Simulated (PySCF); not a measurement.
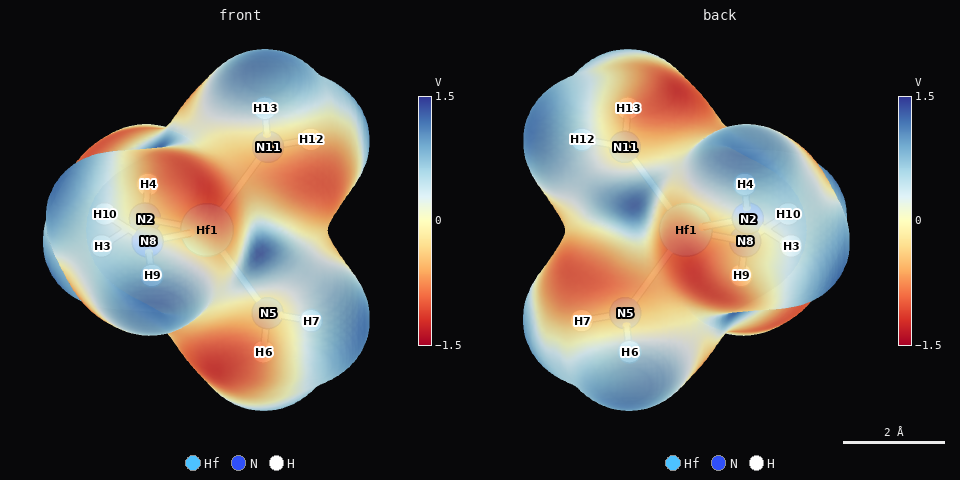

H₈HfN₄. The molecular electrostatic potential painted on the density surface at 0.002 e/bohr³, seen from the front and from behind; red is negative and blue positive.

Core potentials replace the inner electrons of Hf.

Method: PySCF, RKS BP86, Hf def2-SVP with ECP60, N def2-SVP, H def2-SVP; non-relativistic Hamiltonian with scalar-relativistic core potentials where named; density fitting.

Input

```
mol = gto.M(atom='''
Hf    -0.00003    -0.00000    -0.00000
N      1.20890     1.23004     1.12826
H      2.06811     0.90451     1.59166
H      1.13629     2.24206     1.28621
N     -1.20899    -1.12825     1.23003
H     -1.13618    -1.28637     2.24214
H     -2.06811    -1.59171     0.90451
N      1.20890    -1.23004    -1.12826
H      1.13629    -2.24206    -1.28621
H      2.06811    -0.90451    -1.59166
N     -1.20899     1.12825    -1.23003
H     -2.06811     1.59171    -0.90451
H     -1.13618     1.28637    -2.24214''',
    basis={'Hf': 'def2-SVP', 'N': 'def2-SVP', 'H': 'def2-SVP'},
    ecp={'Hf': 'def2-SVP'},
    charge=0, spin=0)
mf = dft.RKS(mol, xc='B88,P86')
mf.grids.atom_grid = (75, 302)  # f atoms: at least (60, 302), unpruned
mf = mf.density_fit()  # Hf def2-universal-JKFIT, N def2-universal-JKFIT, H def2-universal-JKFIT
mf.conv_tol = 1e-09; mf.max_cycle = 55
mf.kernel(dm0)
```

Run with:

```sh
OMP_NUM_THREADS=2 python run.py
```

Which sites attract a positive test charge, and which a negative one?

A positive charge is drawn to the negative regions and a negative charge to the positive ones. The most negative region (about −1.2 V) lies over N2, N5, N8 and N11, the most positive (about +1.2 V) over Hf1, H3 and H12.

How polar is the molecule by this calculation?

Its dipole moment is zero.
